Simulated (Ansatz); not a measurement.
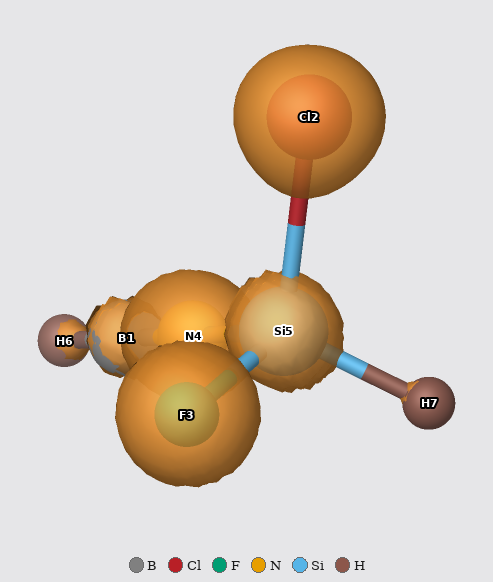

The picture shows: BClFH$_{2}$NSi. Isosurface of the electron density at 1.5 e/Å³ (orange), seen at an oblique angle.

Geometry: r2SCAN-D4/def2-SVP.

All numbers below come from Ansatz, isolated molecule in a Gaussian basis; Kohn-Sham density functional theory, functional PBE0.

```xyz
7

B    -0.8495    1.9182   -1.0252
Cl   -3.2085   -1.0703    0.5785
F    -0.2756   -1.2874    0.9552
N    -1.0853    1.0337   -0.1608
Si   -1.4212   -0.1500    1.0034
H    -0.6269    2.7491   -1.8336
H    -1.4656    0.4033    2.3694
```

**Which contacts does the surface bridge?**

At this value the surface falls into six separate pieces. It bridges the sampled B–N (1.26 Å) contacts, where the density stays above the isovalue. It is pinched off along the sampled Si–F (1.62 Å), Si–N (1.69 Å) and Si–Cl (2.05 Å) contacts. On the grid the lowest density along these lines, outside the cores, is 2.1 e/Å³ (B–N, 1.26 Å), 0.97 e/Å³ (Si–F, 1.62 Å), 0.99 e/Å³ (Si–N, 1.69 Å) and 0.68 e/Å³ (Si–Cl, 2.05 Å).
